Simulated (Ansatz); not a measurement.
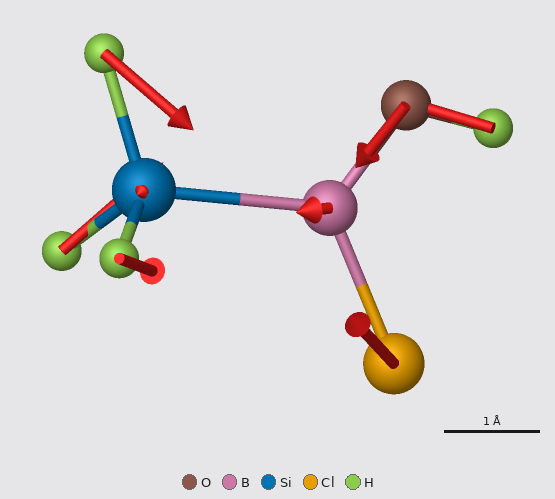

A relaxation of BSiH4OCl. The starting structure is drawn; red arrows show the displacements, 50 times their true length. The two geometries are superimposed by the best rigid fit.

The picture is a ball-and-stick view, seen at a tilt.

The start comes from PBE-D4/def2-SVP.

All numbers below come from Ansatz 0.2.0, RKS PBE0-D4/def2-TZVP. (force threshold 0.005 eV/Å; at most 150 steps)

Question: What happened in the run?

Answer: After 7 geometry steps the energy has fallen by 2.07 kJ/mol. Largest force component: 0.67 eV/Å at the start, 0.004 eV/Å at the end. The largest move after the best rigid fit is that of an H atom, 0.028 Å. By element the largest moves are H 0.028 Å, Cl 0.027 Å, O 0.019 Å, B 0.009 Å, Si 0.002 Å. Some distances before and after: H–Si 1.506 → 1.486 Å, H–O 0.979 → 0.965 Å, B–Cl 1.792 → 1.779 Å, B–O 1.353 → 1.343 Å. The run took of the order of 100 core-seconds on a shared host.
